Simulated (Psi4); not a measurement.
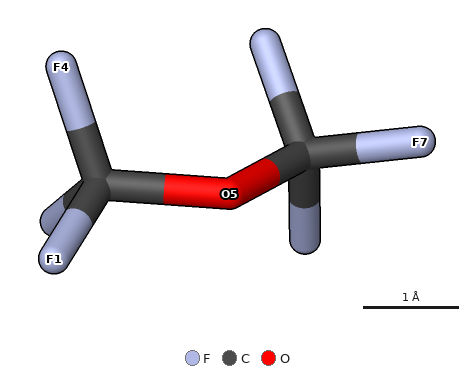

The input geometry (stick view, seen at a tilt; atoms are numbered from 1 in the order of the input).

**Single-point calculation of C2F6O (charge +1) (part 1 of 2)**

The run: single-point calculation of C2F6O, charge +1, multiplicity 2. Method and program: B3LYP/def2-SVP, UKS (Psi4 1.11).

The geometry is that of the parent species in another charge or spin state. The geometry comes from this level: PBE0-D4/def2-TZVP.

## Output
```
Psi4 1.11 release

   => Loading Basis Set <=

    Name: DEF2-SVP
    Role: ORBITAL
    Keyword: BASIS

         ---------------------------------------------------------
                                   SCF
                              UKS Reference
                        1 Threads,   2098 MiB Core
         ---------------------------------------------------------

  ==> Geometry <==

    Molecular point group: c1
    Full point group: C1

    Geometry (in Bohr), charge = 1, multiplicity = 2:

       Center              X                  Y                   Z               Mass
    ------------   -----------------  -----------------  -----------------  -----------------
         F            3.953549478575    -0.724494850793    -1.864717349894    18.998403162730
         C            1.498927518575    -0.809494730793    -1.470388199894    12.000000000000
         F            0.331284648575     0.575277669207    -3.199846649894    18.998403162730
         F            0.723421708575    -3.177019210793    -1.704638649894    18.998403162730
         O            1.107546338575     0.080698549207     0.931415910106    15.994914619570
         C           -1.261414331425     0.826800219207     1.670128750106    12.000000000000
         F           -1.229591341425     0.922647129207     4.155628830106    18.998403162730
         F           -1.822965341425     3.097041599207     0.780086640106    18.998403162730
         F           -3.038172621425    -0.772323820793     0.923157800106    18.998403162730

  Running in c1 symmetry.

  Rotational constants: A =      0.09933  B =      0.03991  C =      0.03942 [cm^-1]
  Rotational constants: A =   2977.98368  B =   1196.40869  C =   1181.91597 [MHz]
  Nuclear repulsion =  565.577163981826175

  Charge       = 1
  Multiplicity = 2
  Electrons    = 73
  Nalpha       = 37
  Nbeta        = 36

  ==> Algorithm <==

  SCF Algorithm Type is PK.
  DIIS enabled.
  MOM disabled.
  Fractional occupation disabled.
  Guess Type is SAD.
  Energy threshold   = 1.00e-09
  Density threshold  = 1.00e-08
  Integral threshold = 1.00e-12

  ==> Primary Basis <==

  Basis Set: DEF2-SVP
    Blend: DEF2-SVP
    Number of shells: 54
    Number of basis functions: 126
    Number of Cartesian functions: 135
    Spherical Harmonics?: true
    Max angular momentum: 2

  ==> DFT Potential <==

   => LibXC <=

    Version 7.1.2

   => Composite Functional: B3LYP <=

    B3LYP Hyb-GGA Exchange-Correlation Functional

    Deriv               =              1
    GGA                 =           TRUE
    Meta                =          FALSE

    Exchange Hybrid     =           TRUE
    MP2 Hybrid          =          FALSE

   => Exchange Functionals <=

    0.0800   Slater exchange
    0.7200         Becke 88

   => Exact (HF) Exchange <=

    0.2000               HF

   => Correlation Functionals <=

    0.1900   Vosko, Wilk & Nusair (VWN5_RPA)
    0.8100   Lee, Yang & Parr

   => LibXC Density Thresholds  <==

    XC_HYB_GGA_XC_B3LYP:  1.00E-15

   => Molecular Quadrature <=

    Radial Scheme          =       TREUTLER
    Pruning Scheme         =           NONE
    Nuclear Scheme         =       TREUTLER

    Blocking Scheme        =         OCTREE
    BS radius alpha        =              1
    Pruning alpha          =              1
    Radial Points          =             99
    Spherical Points       =            590
    Total Points           =         495012
    Total Blocks           =           3571
    Max Points             =            256
    Max Functions          =            121
    Weights Tolerance      =       1.00E-15

  ==> Integral Setup <==

  Using in-core PK algorithm.
   Calculation information:
      Number of atoms:                   9
      Number of AO shells:              54
      Number of primitives:            108
      Number of atomic orbitals:       135
      Number of basis functions:       126

      Integral cutoff                 1.00e-12
      Number of threads:                 1

  Performing in-core PK
  Using 64024002 doubles for integral storage.
  We computed 847213 shell quartets total.
  Whereas there are 1103355 unique shell quartets.

  ==> DiskJK: Disk-Based J/K Matrices <==

    J tasked:                  Yes
    K tasked:                  Yes
    wK tasked:                  No
    Memory [MiB]:             1416
    Schwarz Cutoff:          1E-12

  Cached 11.1% of DFT collocation blocks in 0.143 [GiB].

  Minimum eigenvalue in the overlap matrix is 8.0983996473E-03.
  Reciprocal condition number of the overlap matrix is 1.8071132833E-03.
    Using symmetric orthogonalization.

  ==> Pre-Iterations <==

  SCF Guess: Superposition of Atomic Densities via on-the-fly atomic UHF (no occupation information).

   -------------------------
    Irrep   Nso     Nmo
   -------------------------
     A        126     126
   -------------------------
    Total     126     126
   -------------------------

  ==> Iterations <==

                        Total Energy        Delta E     RMS |[F,P]|

   @UKS iter SAD:  -749.88949278772009   -7.49889e+02   0.00000e+00
   @UKS iter   1:  -749.25909627798728    6.30397e-01   5.57541e-03 ADIIS/DIIS
   @UKS iter   2:  -748.91692379148458    3.42172e-01   9.87719e-03 ADIIS/DIIS
   @UKS iter   3:  -749.39879734012754   -4.81874e-01   2.14129e-03 ADIIS/DIIS
   @UKS iter   4:  -749.42437391492422   -2.55766e-02   3.28191e-04 ADIIS/DIIS
   @UKS iter   5:  -749.42441448897921   -4.05741e-05   3.85741e-04 ADIIS/DIIS
   @UKS iter   6:  -749.42521444880822   -7.99960e-04   7.59636e-05 DIIS
   @UKS iter   7:  -749.42525487477883   -4.04260e-05   4.03140e-05 DIIS
   @UKS iter   8:  -749.42526471350436   -9.83873e-06   2.45072e-05 DIIS
   @UKS iter   9:  -749.42526892628666   -4.21278e-06   7.86795e-06 DIIS
   @UKS iter  10:  -749.42526958539452   -6.59108e-07   1.34159e-06 DIIS
   @UKS iter  11:  -749.42526962726151   -4.18670e-08   7.40872e-07 DIIS
   @UKS iter  12:  -749.42526964205877   -1.47973e-08   5.01651e-07 DIIS
   @UKS iter  13:  -749.42526964720821   -5.14945e-09   2.94033e-07 DIIS
   @UKS iter  14:  -749.42526964853471   -1.32650e-09   1.29435e-07 DIIS
   @UKS iter  15:  -749.42526964907984   -5.45128e-10   3.65171e-08 DIIS
   @UKS iter  16:  -749.42526964916874   -8.89031e-11   2.81512e-08 DIIS
   @UKS iter  17:  -749.42526964922729   -5.85487e-11   1.75840e-08 DIIS
   @UKS iter  18:  -749.42526964925344   -2.61480e-11   7.29325e-09 DIIS
  Energy and wave function converged.

  ==> Post-Iterations <==

   Electrons on quadrature grid:
      Nalpha   =   36.9999996654 ; deviation = -3.346e-07
      Nbeta    =   35.9999994965 ; deviation = -5.035e-07
      Ntotal   =   72.9999991619 ; deviation = -8.381e-07

   @Spin Contamination Metric:   3.751815306E-03
   @S^2 Expected:                7.500000000E-01
   @S^2 Observed:                7.537518153E-01
   @S   Expected:                5.000000000E-01
   @S   Observed:                5.000000000E-01

    Orbital Energies [Eh]
    ---------------------

    Alpha Occupied:

       1A    -25.027905     2A    -25.027809     3A    -25.014355
       4A    -25.014276     5A    -25.001308     6A    -25.001275
       7A    -19.636369     8A    -10.788940     9A    -10.788914
      10A     -1.636182    11A     -1.603765    12A     -1.513509
      13A     -1.509459    14A     -1.503693    15A     -1.499356
      16A     -1.479937    17A     -1.102691    18A     -0.959837
      19A     -0.937027    20A     -0.929875    21A     -0.916407
      22A     -0.886673    23A     -0.873059    24A     -0.831045
      25A     -0.806847    26A     -0.765441    27A     -0.761527
      28A     -0.754879    29A     -0.749866    30A     -0.744068
      31A     -0.730307    32A     -0.715841    33A     -0.714810
      34A     -0.709164    35A     -0.701503    36A     -0.689015
      37A     -0.688560

    Alpha Virtual:

      38A     -0.151132    39A     -0.135872    40A     -0.120634
      41A     -0.109299    42A     -0.070892    43A     -0.053680
      44A     -0.049034    45A      0.006536    46A      0.047271
      47A      0.116307    48A      0.138414    49A      0.161312
      50A      0.207510    51A      0.220203    52A      0.251073
      53A      0.369499    54A      0.596424    55A      0.633372
      56A      0.752061    57A      0.785857    58A      0.798358
      59A      0.820477    60A      0.843176    61A      0.848407
      62A      0.884105    63A      0.902114    64A      0.948841
      65A      0.958433    66A      1.019720    67A      1.053301
      68A      1.058872    69A      1.084991    70A      1.119279
      71A      1.157197    72A      1.161924    73A      1.181343
      74A      1.218216    75A      1.236953    76A      1.252877
      77A      1.267978    78A      1.311869    79A      1.383109
      80A      1.463533    81A      1.515136    82A      1.539470
      83A      1.567381    84A      1.606003    85A      1.610670
      86A      1.627823    87A      1.649234    88A      1.683880
      89A      1.693391    90A      1.789210    91A      1.910799
      92A      2.291377    93A      2.357005    94A      2.373361
      95A      2.678528    96A      2.716458    97A      2.717324
      98A      2.739869    99A      2.743053   100A      2.750276
     101A      2.752010   102A      2.752806   103A      2.758841
     104A      2.764081   105A      2.770199   106A      2.771232
     107A      2.776459   108A      2.779029   109A      2.785522
     110A      2.845811   111A      2.915488   112A      2.972398
     113A      2.990162   114A      2.999902   115A      3.156006
     116A      3.181891   117A      3.279781   118A      3.306022
     119A      3.323919   120A      3.365959   121A      3.438923
     122A      3.456038   123A      3.561368   124A      3.583613
     125A      3.601061   126A      3.611188

    Beta Occupied:

       1A    -25.023653     2A    -25.023559     3A    -25.012369
       4A    -25.012290     5A    -24.999560     6A    -24.999528
       7A    -19.618794     8A    -10.789592     9A    -10.789566
      10A     -1.626422    11A     -1.598948    12A     -1.506007
      13A     -1.501594    14A     -1.498762    15A     -1.494946
      16A     -1.448818    17A     -1.094356    18A     -0.954381
      19A     -0.931667    20A     -0.910542    21A     -0.903711
      22A     -0.881633    23A     -0.870917    24A     -0.816936
      25A     -0.759083    26A     -0.756289    27A     -0.748051
      28A     -0.741914    29A     -0.735904    30A     -0.728113
      31A     -0.718886    32A     -0.699684    33A     -0.696183
      34A     -0.695936    35A     -0.683951    36A     -0.683361

    Beta Virtual:
```
